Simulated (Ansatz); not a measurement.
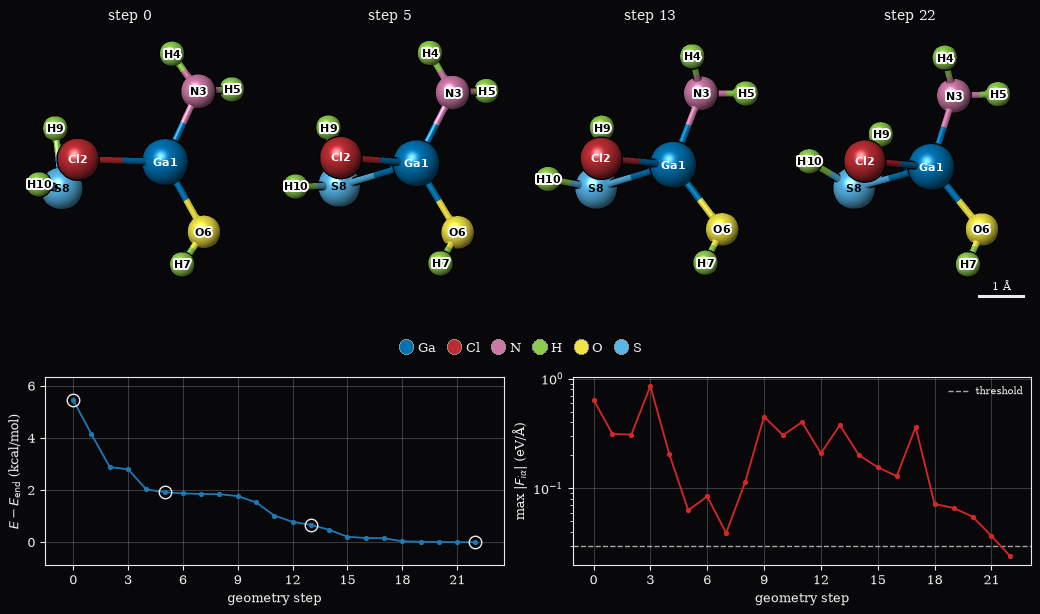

Frames of a relaxation of GaNH₅SOCl, marked on the history of the run. Style: ball-and-stick. Shown at a tilt.

The run prepares an end point of a later path (reaction) calculation, from a guessed geometry.

The calculation used RKS PBE0/def2-SVP (Ansatz 0.2.0).

Input
```yaml
crystal:
  periodic: [false, false, false]
  atoms:
    - { symbol: Ga, position_ang: [0.053216, -0.274545, -0.138343] }
    - { symbol: Cl, position_ang: [-0.061274, -0.87258, 1.996956] }
    - { symbol: "N", position_ang: [1.680929, -0.197191, -0.914241] }
    - { symbol: H, position_ang: [2.505942, -0.168082, -0.327359] }
    - { symbol: H, position_ang: [1.832058, 0.271918, -1.802714] }
    - { symbol: O, position_ang: [-1.466733, -0.175885, -1.048214] }
    - { symbol: H, position_ang: [-2.244642, -0.344406, -0.507255] }
    - { symbol: S, position_ang: [-0.116915, 2.796225, 1.455701] }
    - { symbol: H, position_ang: [1.226622, 2.814693, 1.595811] }
    - { symbol: H, position_ang: [-0.234903, 1.678652, 2.257158] }
basis:
  gaussian: { orbitals: def2-SVP }
hamiltonian:
  xc: pbe0
relax:
  f_tol: 0.03
  max_steps: 50
output:
  orbitals: {}
```

Command:
```bash
ansatz run input.yaml --threads 4 --pin off --max-ram 5120MiB --backend cpu --events-out ev --progress --plain --runs-dir out
```

Question: What happens along the run?

Answer: The atom that moves furthest after the best rigid fit is H9 (1.06 Å). By element the largest moves are H 1.06 Å, N 0.72 Å, S 0.48 Å, Cl 0.37 Å, Ga 0.36 Å, O 0.16 Å. Near-neighbour distances that change, for instance: Ga1–S8 3.464 → 2.664 Å, Ga1–N3 1.805 → 1.850 Å, Ga1–Cl2 2.220 → 2.178 Å, S8–H10 1.380 → 1.351 Å. New bonds form, among them: Ga1–S8 (3.46 → 2.66 Å). Bond angles that change, for instance: Ga1–N3–H5 122.0° → 114.2°, N3–Ga1–O6 123.4° → 118.6°, Ga1–N3–H4 119.1° → 114.7°. After 22 geometry steps the energy has fallen by 5.45 kcal/mol. Largest force component: 0.65 eV/Å at the start, 0.024 eV/Å at the end. The run took 41 s on 4 threads of Intel(R) Xeon(R) Platinum 8488C (Sapphire Rapids) (shared host), peak memory 0.34 GiB. From step 0 to 5: S8 moves most (0.48 Å), energy −3.53 kcal/mol. From step 5 to 13: N3 moves most (0.45 Å), energy −1.25 kcal/mol. From step 13 to 22: H9 moves most (0.45 Å), energy −0.67 kcal/mol.

| step | E − E(0), kcal/mol | largest force component, eV/Å |
| --- | --- | --- |
| 0 | 0.00 | 0.6457 |
| 1 | -1.30 | 0.3135 |
| 2 | -2.57 | 0.3093 |
| 3 | -2.65 | 0.8589 |
| 4 | -3.42 | 0.2052 |
| 5 | -3.53 | 0.0631 |
| 6 | -3.58 | 0.0845 |
| 7 | -3.60 | 0.0391 |
| 8 | -3.61 | 0.1138 |
| 9 | -3.68 | 0.4511 |
| 10 | -3.92 | 0.3057 |
| 11 | -4.43 | 0.4021 |
| 12 | -4.67 | 0.2088 |
| 13 | -4.78 | 0.3784 |
| 14 | -4.98 | 0.2015 |
| 15 | -5.24 | 0.1557 |
| 16 | -5.29 | 0.1295 |
| 17 | -5.30 | 0.3618 |
| 18 | -5.42 | 0.0721 |
| 19 | -5.43 | 0.0662 |
| 20 | -5.44 | 0.0553 |
| 21 | -5.45 | 0.0368 |
| 22 | -5.45 | 0.0239 |

Limits of the set-up: the start holds two separate molecules, 2.6 Å apart at their closest, whose relative position is a soft coordinate and is computed without a dispersion correction.
